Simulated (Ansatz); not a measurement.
# C2H5FOSi: geometry optimisation in Python

What geometry does C2H5FOSi take? Aim: a geometry optimisation, for C2H5FOSi, run from a script. SMILES: FC1OC[SiH2]1.

Program: the Python package of Ansatz 0.2.0. Level of theory: PBE0+D4/def2-SVP. These are calculated values, not measurements.

## (1) Starting point

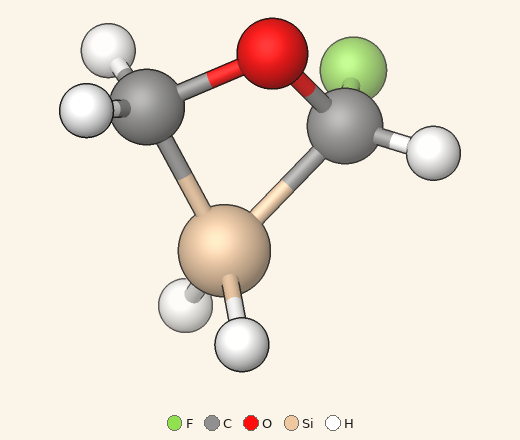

The starting structure, viewed from a chosen angle; fluorine green, carbon grey, oxygen red, silicon light orange, hydrogen white.

c2h5fosi.xyz, read by the script:

```xyz
10

F    -1.99180    0.08180   -0.47430
C    -1.09720    0.11320    0.47460
O    -0.45760   -1.16080    0.57480
C     0.68470   -0.92630   -0.39700
Si    0.54360    0.88490   -0.04440
H    -1.46710    0.47110    1.44410
H     0.32370   -1.24790   -1.38930
H     1.58150   -1.42020   -0.12860
H     1.42130    1.36040    1.13740
H     0.54200    1.79260   -1.19440
```

## (2) The code

The input, c2h5fosi_opt.py:

```python
import itertools

import ansatz as az
from ase.data import atomic_numbers, covalent_radii
import numpy as np

mol = az.Crystal.molecule_from_extxyz('c2h5fosi.xyz')

base = mol.calculation()
base = base.basis(gaussian='def2-SVP')
base = base.functional('pbe0', dispersion='d4')
base = base.accuracy('medium')
base = base.scf(lower_state_search='light')
symbols = [site.symbol for site in mol.cartesian_sites]
start = np.array([site.position_ang for site in mol.cartesian_sites], dtype=float)
def progress(event):
    if event['event'] == 'relax_step':
        row = event['data']
        print(f'step {row["step"]:3d}  E = {row["lagrangian_ev"]:.6f} eV  largest force component {row["allowed_force_max_ev_ang"]:.4f} eV/A')


rep = base.relax(force_tolerance=0.01).session().plan().execute(on_event=progress).report
end = np.array(rep['positions_ang'])

for key in ('converged', 'free_energy_ev', 'reference_energy_ev', 'n_frozen', 'n_occupied', 'n_virtual'):
    print(f'{key:22s} {rep[key]}')

radius = [covalent_radii[atomic_numbers[s]] for s in symbols]
span = lambda where, i, j: np.linalg.norm(where[i] - where[j])
bonded = [(i, j) for i, j in itertools.combinations(range(len(symbols)), 2) if min(span(start, i, j), span(end, i, j)) < 1.2 * (radius[i] + radius[j])]
print('pair        before    after (A)')
for i, j in bonded:
    print(f'{symbols[i]}{i}-{symbols[j]}{j}'.ljust(10), f'{span(start, i, j):8.4f} {span(end, i, j):8.4f}')

charges = rep['charge_distribution']
dipole = np.array(charges['dipole_moment_e_ang']) * 4.803205
print('dipole (D): {:.3f} {:.3f} {:.3f}, length {:.3f}'.format(*dipole, np.linalg.norm(dipole)))
print('atom  Mulliken   Lowdin')
for symbol, m, l in zip(symbols, charges['mulliken_charges_e'], charges['lowdin_charges_e']):
    print(f'{symbol:4s} {m:9.3f} {l:8.3f}')
```

## (3) What the engine is handed

The package turns the script's settings into the engine's input:

```yaml
crystal:
  periodic: [false, false, false]
  atoms:
    - { symbol: F, position_ang: [-1.9918, 0.0818, -0.4743] }
    - { symbol: C, position_ang: [-1.0972, 0.1132, 0.4746] }
    - { symbol: O, position_ang: [-0.4576, -1.1608, 0.5748] }
    - { symbol: C, position_ang: [0.6847, -0.9263, -0.397] }
    - { symbol: Si, position_ang: [0.5436, 0.8849, -0.0444] }
    - { symbol: H, position_ang: [-1.4671, 0.4711, 1.4441] }
    - { symbol: H, position_ang: [0.3237, -1.2479, -1.3893] }
    - { symbol: H, position_ang: [1.5815, -1.4202, -0.1286] }
    - { symbol: H, position_ang: [1.4213, 1.3604, 1.1374] }
    - { symbol: H, position_ang: [0.542, 1.7926, -1.1944] }
accuracy: medium
basis:
  gaussian:
    orbitals: def2-SVP
hamiltonian:
  xc: pbe0
  dispersion: d4
scf:
  lower_state_search: light
relax:
  f_tol: 0.01
```

## (4) The run

The run is started by

```bash
$ python c2h5fosi_opt.py
```

The program printed:

```text
step   1  E = -14776.898500 eV  largest force component 2.2786 eV/A
step   2  E = -14777.247298 eV  largest force component 1.2147 eV/A
step   3  E = -14777.319100 eV  largest force component 0.4069 eV/A
step   4  E = -14777.311390 eV  largest force component 0.3220 eV/A
step   5  E = -14777.329626 eV  largest force component 0.0769 eV/A
step   6  E = -14777.330555 eV  largest force component 0.0405 eV/A
step   7  E = -14777.331296 eV  largest force component 0.0400 eV/A
step   8  E = -14777.331478 eV  largest force component 0.0270 eV/A
step   9  E = -14777.331463 eV  largest force component 0.0360 eV/A
step  10  E = -14777.331553 eV  largest force component 0.0045 eV/A
converged              True
free_energy_ev         -14777.331576625595
reference_energy_ev    -14777.168508906041
n_frozen               0
n_occupied             [24, 24]
n_virtual              [75, 75]
pair        before    after (A)
F0-C1        1.3045   1.3776
C1-O2        1.4291   1.3942
C1-Si4       1.8860   1.9226
C1-H5        1.0977   1.1021
O2-C3        1.5180   1.4423
C3-Si4       1.8506   1.9086
C3-H6        1.1038   1.1036
C3-H7        1.0584   1.1005
Si4-H8       1.5470   1.4926
Si4-H9       1.4651   1.4919
dipole (D): 2.103 1.076 0.131, length 2.366
atom  Mulliken   Lowdin
F       -0.260    0.010
C        0.198   -0.123
O       -0.385    0.016
C       -0.054   -0.053
Si       0.413    0.331
H        0.049   -0.032
H        0.077   -0.002
H        0.075   -0.005
H       -0.058   -0.071
H       -0.055   -0.070
```

Wall time 28 s (1 thread of Intel Xeon 6975P-C (Granite Rapids), shared host); peak memory 0.28 GiB.

Lines on the test bed's own set-up are left out of the output.

## (5) The run's own record

From the engine's report, whether the script printed it or not:

```csv
item,value
SCF cycles in all,94
orbitals,99
total energy (eV),-14777.33158
```

## (6) Path of the relaxation

Step by step:

```
step  E - E(step 1) (eV)  largest force component (eV/Å)
   1              0.0000                          2.2786
   2             -0.3488                          1.2147
   3             -0.4206                          0.4069
   4             -0.4129                          0.3220
   5             -0.4311                          0.0769
   6             -0.4321                          0.0405
   7             -0.4328                          0.0401
   8             -0.4330                          0.0270
   9             -0.4330                          0.0360
  10             -0.4331                          0.0045
```

Step 1 is the start. Steps 4, 9 were tried and not accepted.

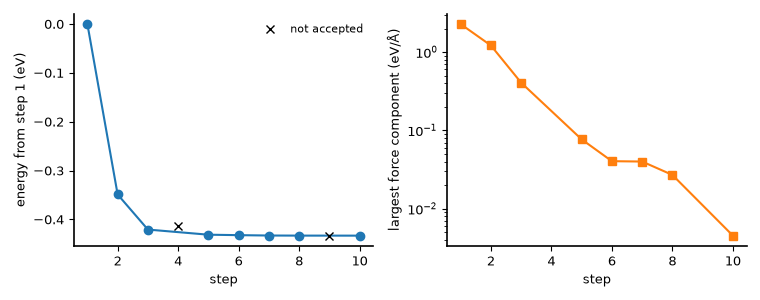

Energy and largest force along the relaxation.

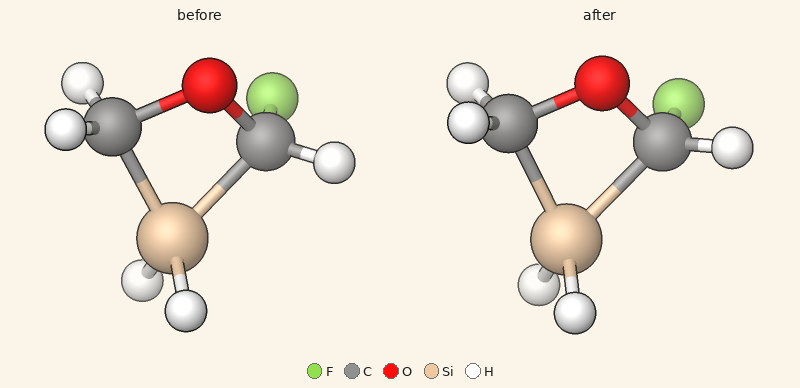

Before and after, at one scale.

Before: Bond lengths: F1–C2 1.304 Å, C2–O3 1.429 Å, O3–C4 1.518 Å, C2–Si5 1.886 Å, C4–Si5 1.851 Å, C2–H6 1.098 Å, C4–H7 1.104 Å, C4–H8 1.058 Å, Si5–H9 1.547 Å, Si5–H10 1.465 Å. Angles (14 of 19 angles, heavy atoms first): F1–C2–O3 109.7°, F1–C2–Si5 114.0°, O3–C2–Si5 89.7°, C2–O3–C4 98.9°, O3–C4–Si5 88.4°, C2–Si5–C4 73.6°, F1–C2–H6 114.8°, O3–C2–H6 112.3°, Si5–C2–H6 113.8°, O3–C4–H7 106.5°, O3–C4–H8 113.8°, Si5–C4–H7 115.6°, Si5–C4–H8 118.2°, C2–Si5–H9 114.2°.

After: Bond lengths: F1–C2 1.378 Å, C2–O3 1.394 Å, O3–C4 1.442 Å, C2–Si5 1.923 Å, C4–Si5 1.909 Å, C2–H6 1.102 Å, C4–H7 1.104 Å, C4–H8 1.101 Å, Si5–H9 1.493 Å, Si5–H10 1.492 Å. Angles (14 of 19 angles, heavy atoms first): F1–C2–O3 111.0°, F1–C2–Si5 112.0°, O3–C2–Si5 90.0°, C2–O3–C4 104.6°, O3–C4–Si5 89.2°, C2–Si5–C4 71.7°, F1–C2–H6 107.2°, O3–C2–H6 110.1°, Si5–C2–H6 125.2°, O3–C4–H7 111.5°, O3–C4–H8 110.2°, Si5–C4–H7 116.4°, Si5–C4–H8 119.2°, C2–Si5–H9 115.1°.

## (7) Outcome

```
                    quantity           value
                total energy  -14777.3316 eV
               dipole moment          2.37 D
     moves of the relaxation               7
               energy gained        0.433 eV
last largest force component     0.0045 eV/Å
```

**Reading.** The relaxation took 7 moves; the largest shift is 0.218 Å, of atom 6 (H). What to keep in mind:
- The end point is the stationary point reached from this start; no frequency run checks that it is a minimum, and the basis set is modest.
- The Löwdin charges here are taken after orthogonalising the functions within each atom; they differ from plain Löwdin charges, and their signs can be unphysical.
- Total less reference energy is the dispersion correction.
